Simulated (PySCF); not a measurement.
System: C₇H₈FNSi (SMILES CC#Cc1c(F)ccn1[SiH3]).

The calculation's input:

```
{"job": {"kind": "nmr", "xc": "PBE0", "basis": "pcSseg-1"}, "charge": 0, "multiplicity": 1}
C      3.369061     1.454013    -0.013535
C      2.094234     0.761416     0.016331
C      1.033387     0.165766     0.044118
C     -0.211811    -0.497705     0.063042
C     -0.534805    -1.811205     0.363442
F      0.334744    -2.739852     0.720657
C     -1.927892    -1.991842     0.228082
C     -2.429429    -0.765835    -0.156261
N     -1.406630     0.142179    -0.256626
Si    -1.527456     1.850311    -0.735005
H      4.168842     0.800357     0.368605
H      3.350869     2.359670     0.613393
H      3.643778     1.754681    -1.037255
H     -2.485258    -2.910290     0.394104
H     -3.456431    -0.473908    -0.366581
H     -0.746303     2.093922    -1.977706
H     -1.038305     2.728111     0.362235
H     -2.981729     2.063696    -0.974368
```

Command:

```sh
OMP_NUM_THREADS=1 python probes_run.py task.json out
```

Geometry: PBE0-D3(BJ)/def2-SVP.

These are results of PBE0/pcSseg-1, SCF density, gas phase, non-relativistic (PySCF), not measurements.

Q: What can the converged electron density and electron localisation function tell about the bonding?

A: C–C (1.22 Å): the density is about 2.6 e/Å³ at the midpoint; the ELF peaks at about 0.85 between the atoms; a short, multiple covalent bond.
C–F (1.32 Å): ρ at the midpoint is about 2.4 e/Å³; the ELF peaks at about 0.85 between the atoms; a polar covalent bond.
C–N (1.37 Å): the density is about 2.2 e/Å³ at the midpoint; the ELF peaks at about 0.90 between the atoms (a covalent bond).
Si–N (1.78 Å): ρ at the midpoint is about 0.99 e/Å³; the ELF peaks at about 0.95 between the atoms (a shared but strongly polarised pair).

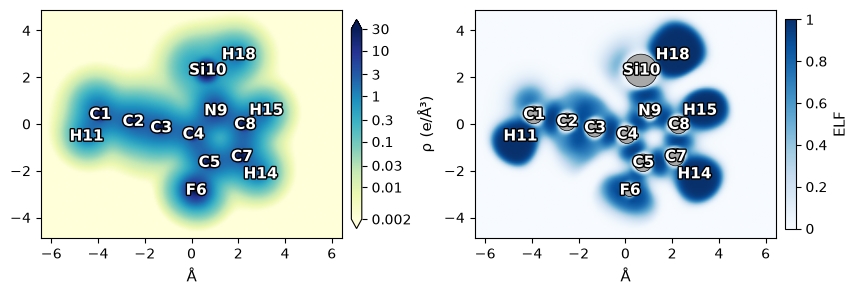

Computed electron density and electron localisation function on the plane of atoms C5, C7 and H14, in this order. Grey discs cover the atomic cores in the ELF map. 
